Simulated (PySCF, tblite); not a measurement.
**C6H12BFSi: geometry, infrared bands and NMR shifts**

Wanted: the infrared bands and NMR shifts of C6H12BFSi (`B[Si@@]1(C2CCC2)C[C@H]1F`), by calculation.

The runs use tblite 0.8.0 and PySCF 2.14.0, with density-fitted response routines of our own; the level of theory stands in each step. All values are computed, except where a source is named. Atoms count from 0, in the outputs and in this text.

## Step 1: The starting structure

21 atoms, charge 0, multiplicity 1; geometry from: force field or distance geometry start.

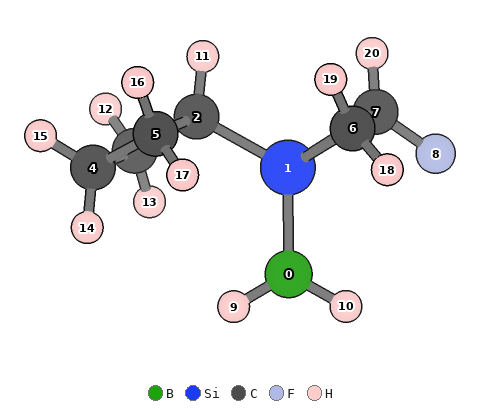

The starting geometry (boron green, silicon blue, carbon dark grey, fluorine light blue, hydrogen pink), atoms numbered.

## Step 2: Geometry optimisation with GFN2-xTB

The job: settings as JSON, then the geometry in Å.

```
{"job": {"kind": "relax", "xc": "GFN2-xTB", "basis": "xTB"}, "charge": 0, "multiplicity": 1}
B     -1.319200    -1.646600    -1.184900
Si    -1.064200    -0.181300     0.059200
C      0.702600     0.300200     0.562500
C      1.583600    -0.871800     0.918000
C      2.485100    -0.568800    -0.252200
C      1.594100     0.612900    -0.632100
C     -1.901200     1.353400    -0.660200
C     -2.492000     0.911000     0.624200
F     -3.725900     0.295500     0.468200
H     -0.400200    -2.230500    -1.607800
H     -2.423000    -1.935000    -1.528800
H      0.713600     1.102400     1.331100
H      2.097200    -0.729300     1.909300
H      1.100600    -1.875300     0.831200
H      2.466500    -1.360700    -1.027500
H      3.504900    -0.253500     0.061900
H      2.125400     1.590400    -0.513300
H      1.117600     0.477900    -1.624400
H     -2.535500     1.165600    -1.543300
H     -1.304200     2.287000    -0.567800
H     -2.334700     1.573300     1.500600
```

Started as:

```sh
> OMP_NUM_THREADS=1 python probes_run.py task.json out
```

The driver reads the jobs from task.json and runs them one after another.

Output:

```text
step      E/eV     max force
  0    -722.24928    2.051
  1    -722.47078    0.804
  2    -722.56014    0.592
  3    -722.64698    0.427
  4    -722.67409    0.337
  5    -722.70083    0.311
  6    -722.71182    0.247
  7    -722.71939    0.245
  8    -722.72458    0.234
  9    -722.73073    0.176
 10    -722.73668    0.191
 11    -722.74250    0.187
 12    -722.74828    0.237
 13    -722.75440    0.214
 14    -722.76000    0.154
 15    -722.76482    0.154
 16    -722.76968    0.138
 17    -722.77480    0.189
 18    -722.77945    0.164
 19    -722.78351    0.156
 20    -722.78766    0.153
 21    -722.79287    0.191
 22    -722.79874    0.179
 23    -722.80340    0.132
 24    -722.80653    0.144
 25    -722.80938    0.128
 26    -722.81242    0.142
 27    -722.81549    0.131
 28    -722.81842    0.125
 29    -722.82132    0.132
 30    -722.82467    0.167
 31    -722.82858    0.179
 32    -722.83204    0.122
 33    -722.83414    0.077
 34    -722.83537    0.073
 35    -722.83641    0.079
 36    -722.83752    0.086
 37    -722.83838    0.073
 38    -722.83881    0.048
 39    -722.83908    0.037
 40    -722.83931    0.043
 41    -722.83962    0.039
 42    -722.83982    0.035
 43    -722.84003    0.039
 44    -722.84022    0.030
 45    -722.84043    0.037
 46    -722.84061    0.030
 47    -722.84075    0.028
 48    -722.84087    0.025
 49    -722.84099    0.026
 50    -722.84113    0.027
 51    -722.84127    0.029
 52    -722.84143    0.031
 53    -722.84160    0.032
 54    -722.84182    0.037
 55    -722.84205    0.040
 56    -722.84227    0.038
 57    -722.84247    0.029
 58    -722.84264    0.027
 59    -722.84281    0.028
 60    -722.84300    0.035
 61    -722.84323    0.035
 62    -722.84350    0.045
 63    -722.84377    0.047
 64    -722.84401    0.035
 65    -722.84418    0.034
 66    -722.84430    0.026
 67    -722.84441    0.022
 68    -722.84452    0.025
 69    -722.84464    0.023
 70    -722.84475    0.021
 71    -722.84484    0.020
 72    -722.84493    0.022
 73    -722.84502    0.021
 74    -722.84512    0.024
 75    -722.84525    0.026
 76    -722.84542    0.026
 77    -722.84565    0.031
 78    -722.84595    0.032
 79    -722.84631    0.045
 80    -722.84669    0.050
 81    -722.84705    0.046
 82    -722.84740    0.039
 83    -722.84779    0.040
 84    -722.84830    0.051
 85    -722.84893    0.057
 86    -722.84943    0.094
 87    -722.84995    0.057
 88    -722.85039    0.041
 89    -722.85088    0.033
 90    -722.85109    0.036
 91    -722.85134    0.022
 92    -722.85142    0.024
 93    -722.85150    0.021
 94    -722.85157    0.023
 95    -722.85163    0.018
 96    -722.85165    0.012
 97    -722.85167    0.009
```

Run time: 1.6 s. Hardware: 1 thread of Arm Neoverse N1, shared host.

Step by step: (not every step is listed)

```
step  energy from step 0 (eV)  largest force (eV/Å)
   0                   0.0000                2.0508
   1                  -0.2215                0.8036
   2                  -0.3109                0.5921
   3                  -0.3977                0.4269
   4                  -0.4248                0.3373
   5                  -0.4515                0.3114
   6                  -0.4625                0.2474
   7                  -0.4701                0.2448
   8                  -0.4753                0.2342
  16                  -0.5204                0.1377
  24                  -0.5572                0.1445
  32                  -0.5828                0.1223
  40                  -0.5900                0.0431
  48                  -0.5916                0.0249
  56                  -0.5930                0.0376
  64                  -0.5947                0.0346
  72                  -0.5956                0.0218
  80                  -0.5974                0.0504
  88                  -0.6011                0.0407
  92                  -0.6021                0.0239
  93                  -0.6022                0.0213
  94                  -0.6023                0.0234
  95                  -0.6024                0.0185
  96                  -0.6024                0.0117
  97                  -0.6024                0.0095
```

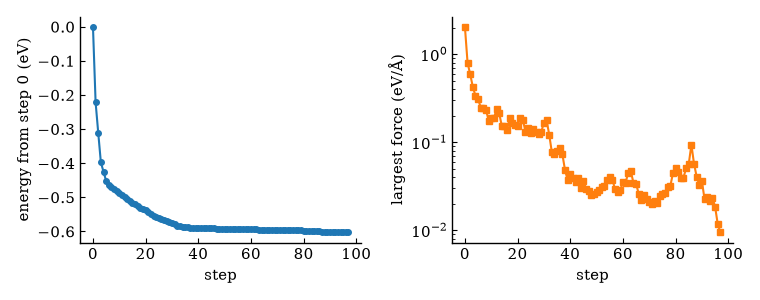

Energy and largest force along the relaxation.

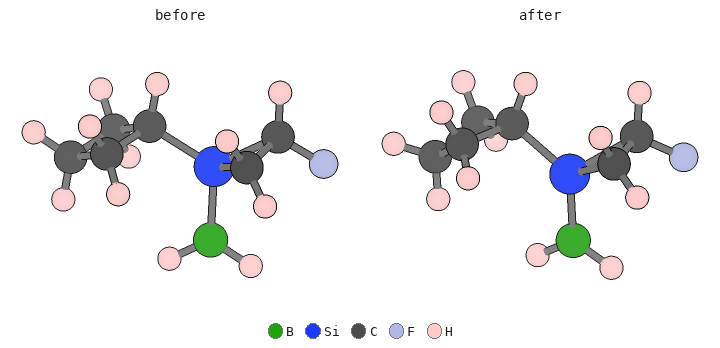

Before and after, at one scale.

Distances of close pairs at the start and the end, largest changes first:

```
  bond  before (Å)  after (Å)  change (Å)
Si1–C7       1.884      1.943      +0.059
Si1–C6       1.890      1.929      +0.038
C3–H12       1.126      1.089      -0.036
 C2–C3       1.509      1.543      +0.034
C6–H19       1.112      1.080      -0.032
B0–Si1       1.939      1.908      -0.031
C5–H16       1.119      1.089      -0.030
C3–H13       1.117      1.089      -0.028
```

The end geometry stands in the next job.

## Step 3: Vibrational analysis with GFN2-xTB

The job: settings as JSON, then the geometry in Å.

```
{"job": {"kind": "ir", "xc": "GFN2-xTB", "basis": "xTB"}, "charge": 0, "multiplicity": 1}
B     -1.334988    -1.768775    -1.238072
Si    -0.947728    -0.140915    -0.321909
C      0.702411     0.410555     0.464088
C      1.564186    -0.762449     0.975364
C      2.425671    -0.654422    -0.287397
C      1.806687     0.718266    -0.571286
C     -2.007472     1.429192    -0.683773
C     -2.403763     0.763467     0.593284
F     -3.639845     0.172602     0.602708
H     -0.524640    -2.602598    -1.373554
H     -2.399232    -1.972351    -1.676976
H      0.556739     1.204809     1.199476
H      2.118414    -0.514201     1.879338
H      1.057453    -1.713825     1.129518
H      2.154452    -1.394127    -1.038523
H      3.504046    -0.677803    -0.141404
H      2.453444     1.537569    -0.260677
H      1.483870     0.898777    -1.595366
H     -2.742983     1.376630    -1.471645
H     -1.570113     2.411437    -0.587254
H     -2.265532     1.295106     1.527966
```

Output:

```text
mode    cm-1     km/mol
  1      17.9      0.38
  2      77.1      1.43
  3      97.4      2.03
  4     104.7      1.40
  5     124.9      0.16
  6     142.0      3.01
  7     223.6      2.49
  8     233.8      2.52
  9     290.7      9.01
 10     318.4     14.01
 11     417.1      2.23
 12     582.5      6.37
 13     596.0     17.44
 14     650.7     12.92
 15     687.4      3.63
 16     704.4     20.48
 17     712.4     47.26
 18     742.7     58.86
 19     789.1     93.89
 20     820.7      0.10
 21     855.5      2.73
 22     886.2     46.81
 23     921.7    189.31
 24     995.9      3.90
 25     998.1      7.84
 26    1010.3     35.97
 27    1040.4      0.58
 28    1048.3      6.02
 29    1054.6      1.93
 30    1101.0      1.55
 31    1106.9     23.00
 32    1146.9     60.83
 33    1172.0      0.05
 34    1189.9      0.37
 35    1192.0     28.90
 36    1215.6      1.08
 37    1248.4      0.40
 38    1250.5      0.89
 39    1266.6      0.65
 40    1267.1      0.10
 41    1282.1     29.49
 42    1415.0      7.17
 43    1479.1      0.11
 44    1486.7      0.38
 45    1501.5      1.13
 46    2637.6    111.15
 47    2673.7     89.29
 48    2942.7     22.46
 49    2982.9     14.75
 50    2986.6     16.31
 51    3000.4     10.32
 52    3003.9     70.40
 53    3008.0     28.76
 54    3010.8    104.68
 55    3013.2     62.01
 56    3071.5     12.89
 57    3099.5     17.51
```

Wall time 1.7 s (1 thread of Arm Neoverse N1, shared host).

The strongest bands and the atoms that carry them (share of the mass-weighted mode):

```
cm⁻¹  km/mol                                   atoms
 789    93.9                       Si1 28 %, B0 23 %
 922   189.3     H20 24 %, C7 23 %, F8 14 %, C6 12 %
1147    60.8     H20 33 %, C7 31 %, C6 15 %, F8 12 %
2638   111.2                       H9 65 %, H10 31 %
2674    89.3              H10 62 %, H9 27 %, B0 11 %
3004    70.4  H12 32 %, H16 31 %, H13 18 %, H17 14 %
3011   104.7            H15 46 %, H12 24 %, H16 19 %
3013    62.0                      H14 75 %, H15 12 %
```

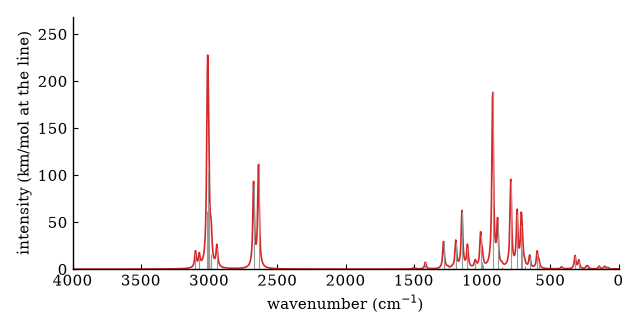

The infrared spectrum from these modes, unscaled. Lines are broadened to a width of 14 cm⁻¹ (Lorentzian).

## Step 4: Nuclear shieldings: PBE0/pcSseg-1

The job, as its differences from that of step 3:

```diff
@@ -1,2 +1,2 @@
-{"job": {"kind": "ir", "xc": "GFN2-xTB", "basis": "xTB"}, "charge": 0, "multiplicity": 1}
+{"job": {"kind": "nmr", "xc": "PBE0", "basis": "pcSseg-1"}, "charge": 0, "multiplicity": 1}
 B     -1.334988    -1.768775    -1.238072
```

Method: GIAO PBE0/pcSseg-1 NMR shielding, non-relativistic, gas phase.

Output:

```text
coarse grid: 17752 points
cycle   1  E = -649.2161961826  dE =  1.038e+00  |g| = 5.601e-01  |ddm| = 4.131e+00
cycle   2  E = -649.1853370169  dE =  3.086e-02  |g| = 7.268e-01  |ddm| = 1.010e+00
cycle   3  E = -649.2846185782  dE = -9.928e-02  |g| = 6.725e-02  |ddm| = 5.780e-01
cycle   4  E = -649.2853432644  dE = -7.247e-04  |g| = 3.153e-02  |ddm| = 7.751e-02
cycle   5  E = -649.2855341996  dE = -1.909e-04  |g| = 1.169e-02  |ddm| = 3.798e-02
cycle   6  E = -649.2855729840  dE = -3.878e-05  |g| = 3.937e-03  |ddm| = 1.825e-02
cycle   7  E = -649.2855782214  dE = -5.237e-06  |g| = 7.801e-04  |ddm| = 5.730e-03
final grid: 166456 points
cycle   8  E = -649.3456059474  dE = -5.746e-05  |g| = 9.956e-03  |ddm| = 3.707e-02
cycle   9  E = -649.3455884589  dE =  1.749e-05  |g| = 1.341e-02  |ddm| = 1.975e-02
cycle  10  E = -649.3456305910  dE = -4.213e-05  |g| = 1.368e-03  |ddm| = 1.140e-02
cycle  11  E = -649.3456310588  dE = -4.678e-07  |g| = 4.862e-04  |ddm| = 2.027e-03
cycle  12  E = -649.3456311195  dE = -6.075e-08  |g| = 1.473e-04  |ddm| = 6.431e-04
cycle  13  E = -649.3456311249  dE = -5.349e-09  |g| = 3.955e-05  |ddm| = 1.954e-04
cycle  14  E = -649.3456311252  dE = -3.513e-10  |g| = 1.149e-05  |ddm| = 5.541e-05
converged SCF energy = -649.3456311252

GIAO shielding tensors (ppm)
atom      isotropic    diamagn.    paramagn.     s11        s22        s33       span
  0 B       -9.161     196.266    -205.427   -144.832    -34.196    151.545    296.377
  1 Si     453.056     884.089    -431.033    297.635    327.761    733.772    436.136
  2 C      165.621     251.451     -85.829    158.705    166.122    172.037     13.332
  3 C      160.385     248.685     -88.300    143.691    159.014    178.449     34.758
  4 C      165.509     253.256     -87.747    150.736    166.377    179.413     28.677
  5 C      159.234     249.815     -90.581    140.868    158.134    178.701     37.833
  6 C      160.488     257.626     -97.138    151.269    152.143    178.053     26.784
  7 C       86.574     253.686    -167.113     28.965     73.671    157.086    128.121
  8 F      378.785     469.368     -90.583    357.542    379.011    399.802     42.260
  9 H       21.245      30.046      -8.801      8.390     27.362     27.982     19.593
 10 H       21.293      29.570      -8.277      8.222     27.176     28.482     20.260
 11 H       30.590      34.353      -3.762     25.202     31.599     34.969      9.766
 12 H       29.106      31.000      -1.895     25.814     27.041     34.462      8.648
 13 H       29.596      31.352      -1.756     26.004     27.900     34.885      8.882
 14 H       29.090      31.216      -2.126     26.246     27.199     33.827      7.581
 15 H       29.636      29.646      -0.009     25.873     26.256     36.780     10.907
 16 H       29.216      31.336      -2.120     25.901     27.217     34.531      8.630
 17 H       29.934      31.464      -1.530     25.696     29.066     35.041      9.346
 18 H       29.467      30.373      -0.906     25.537     25.923     36.942     11.405
 19 H       30.117      32.259      -2.142     25.384     27.411     37.556     12.172
 20 H       25.759      32.027      -6.268     21.932     26.863     28.481      6.550
```

It took 1.8 min on 1 thread of Arm Neoverse N1, shared host; peak memory 0.99 GiB.

The references, computed at this level on geometries of the same kind, shield at (ppm): 1H TMS 31.72, 13C TMS 186.9, 29Si TMS 349.2, 19F CFCl3 170.9, 11B BF3·OEt2 100.1. Their shielding less the atom's gives the shift. The references are single molecules in the gas phase, so shifts against H2O, NH3, PH3, H3PO4 or CFCl3 are not on the usual liquid scales and can be off by tens of ppm. Atoms listed in one row are averaged.

```
  atoms                                                 environment  σ (ppm)  δ (ppm)  δ scaled to CDCl3
     C7                three-membered-ring carbon bearing a halogen     86.6    100.4               96.0
     C5                                           sp3 CH2 in a ring    159.2     27.7               25.1
     C3                                           sp3 CH2 in a ring    160.4     26.5               24.0
     C6                                  three-membered-ring carbon    160.5     26.4               23.9
     C4                                           sp3 CH2 in a ring    165.5     21.4               19.0
     C2                                         sp3 CH bonded to Si    165.6     21.3               18.9
H9, H10                            hydrogen on a boron bonded to Si    21.27    10.45                  –
    H20  hydrogen on a three-membered-ring carbon bearing a halogen    25.76     5.96               5.72
    H14                            hydrogen on an sp3 CH2 in a ring    29.09     2.63               2.58
    H12                            hydrogen on an sp3 CH2 in a ring    29.11     2.61               2.57
    H16                            hydrogen on an sp3 CH2 in a ring    29.22     2.50               2.46
    H18                    hydrogen on a three-membered-ring carbon    29.47     2.25               2.23
    H13                            hydrogen on an sp3 CH2 in a ring    29.60     2.12               2.10
    H15                            hydrogen on an sp3 CH2 in a ring    29.64     2.08               2.07
    H17                            hydrogen on an sp3 CH2 in a ring    29.93     1.78               1.79
    H19                    hydrogen on a three-membered-ring carbon    30.12     1.60               1.61
    H11                          hydrogen on an sp3 CH bonded to Si    30.59     1.13               1.17
     B0                                     boron bonded to Si, 2 H     -9.2    109.2                  –
    Si1              silicon bonded to 3 C, B, in a 3-membered ring    453.1   -103.9                  –
     F8                                   fluorine on an sp3 carbon    378.8   -207.8                  –
```

The scaled column applies a straight-line fit of computed shieldings to shifts measured in CDCl3, and one for carbons that bear F (root-mean-square error 0.16 ppm for H, 1.9 ppm for C).

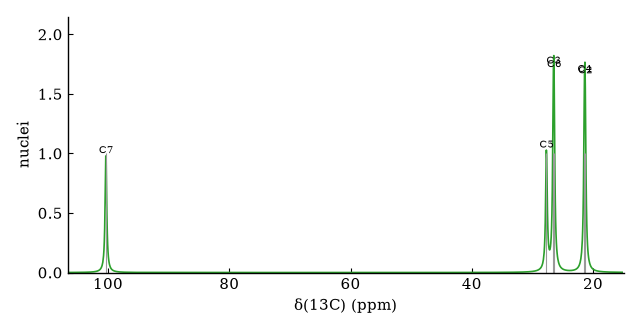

13C lines at the computed shifts, without couplings. Lines are broadened to a width of 0.32 ppm (Lorentzian).

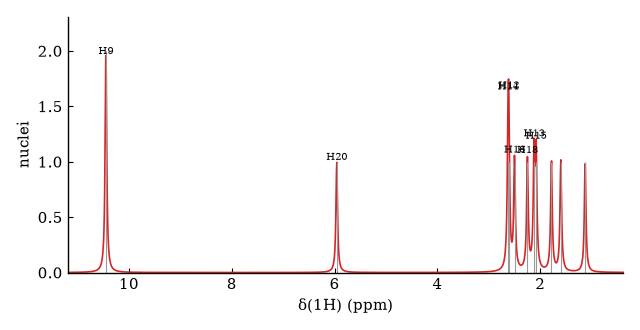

1H lines at the computed shifts, without couplings. Lines are broadened to a width of 0.04 ppm (Lorentzian).

The run also stored atomic charges by several schemes (e):

```
atoms  Mulliken    IAO  Hirshfeld  ESP fit
   B0     -0.15  -0.27       0.05     0.29
  Si1      0.62   0.71       0.26    -0.06
   C2     -0.58  -0.37      -0.11     0.07
   C3     -0.15  -0.26      -0.07    -0.32
   C4     -0.24  -0.26      -0.07     0.09
   C5     -0.16  -0.26      -0.07    -0.19
   C6     -0.45  -0.50      -0.16    -0.33
   C7      0.02   0.00      -0.01     0.00
   F8     -0.31  -0.31      -0.11    -0.19
```

ESP fit charges:

B0 0.29; Si1 -0.06; C2 0.07; C3 -0.32; C4 0.09; C5 -0.19; C6 -0.33; C7 0.00; F8 -0.19; H9 -0.09; H10 -0.10; H11 0.06; H12 0.11; H13 0.09; H14 0.02; H15 0.00; H16 0.07; H17 0.05; H18 0.16; H19 0.13; H20 0.13

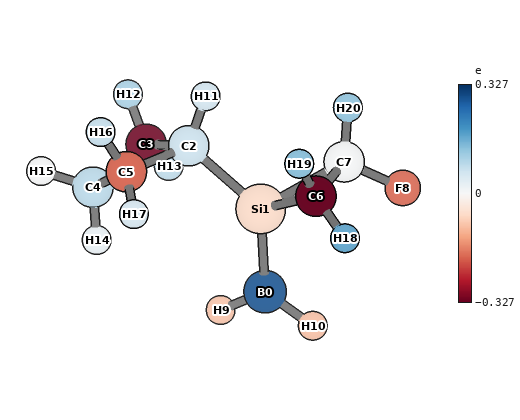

ESP fit charges, as colours on the atoms.

Mayer bond orders: B0–Si1 1.11, Si1–C2 0.84, C2–C3 1.01, C3–C4 1.03, C4–C5 1.04, Si1–C6 0.85, C6–C7 0.96, C7–F8 0.89, C7–Si1 0.83, C5–C2 1.01.

Ring of atoms Si1, C6, C7: NICS(0) -25.4, NICS(1) -7.1, NICS(1)zz -16.2 ppm (means of both faces; NICS(1) differs between them: -8.8 and -5.4).

In rings of three or four atoms NICS is ruled by the nearby σ bonds, so it says little on aromaticity.

Ring of atoms C2, C3, C4, C5: NICS(0) 0.9, NICS(1) 0.2, NICS(1)zz 4.9 ppm (means of both faces).

Orbitals, density, ELF and potential are computed afterwards from the orbital file.

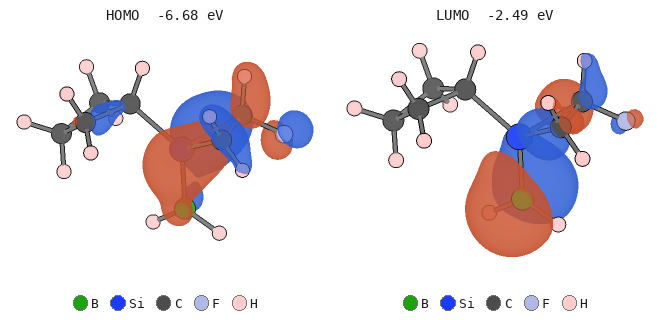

Frontier orbitals at PBE0/pcSseg-1; each surface holds 70 % of the orbital's density, blue and red mark the sign.

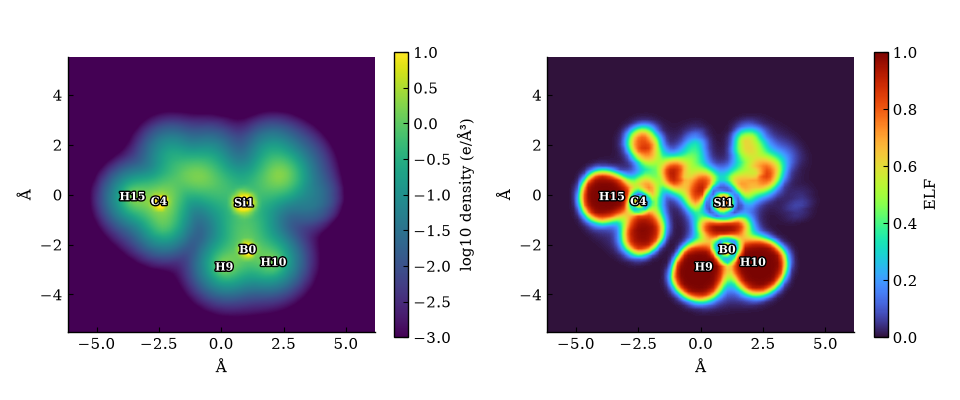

Density (left) and ELF (right) in a plane through or near 6 of the atoms.

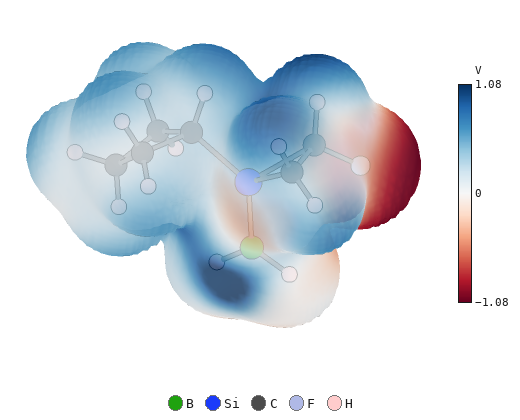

The potential that a unit positive charge feels on the 0.002 e/bohr³ surface, from -1.08 V near F8 to 1.00 V near B0.

## Step 5: What came out

```
                                                              quantity                                                                  value
                             strongest single infrared mode (GFN2-xTB)                                                   922 cm⁻¹, 189 km/mol
                                          zero-point energy (GFN2-xTB)                                                         104.2 kcal/mol
                                13C shifts against TMS (PBE0/pcSseg-1)                                100.4, 27.7, 26.5, 26.4, 21.4, 21.3 ppm
1H shifts against TMS (PBE0/pcSseg-1, means over atoms taken as alike)  10.45, 5.96, 2.63, 2.61, 2.50, 2.25, 2.12, 2.08, 1.78, 1.60, 1.13 ppm
                           11B shifts against BF3·OEt2 (PBE0/pcSseg-1)                                                              109.2 ppm
                               29Si shifts against TMS (PBE0/pcSseg-1)                                                             -103.9 ppm
                              19F shifts against CFCl3 (PBE0/pcSseg-1)                                                             -207.8 ppm
                                 surface potential, least and greatest                                                     -1.08 V and 1.00 V
```

What this shows: Over 97 steps the energy fell by 0.602 eV; of the close pairs, Si1–C7 changed most, 1.884 to 1.943 Å. No mode is imaginary among the 57: a minimum at this level. The strongest single mode, at 922 cm⁻¹, is carried by H20, C7, F8, C6. GFN2-xTB is a fitted tight-binding method: band positions and strengths are rough. Its intensities can rank the bands wrongly. At PBE0/pcSseg-1: The largest span, 436 ppm, is at Si1, where the paramagnetic term is -431 ppm. At PBE0/pcSseg-1, counted by nearest atom on the grid, the HOMO lies on Si1 29 %; C7 23 %, the LUMO on B0 47 %; H9, H10 about 11 % each.
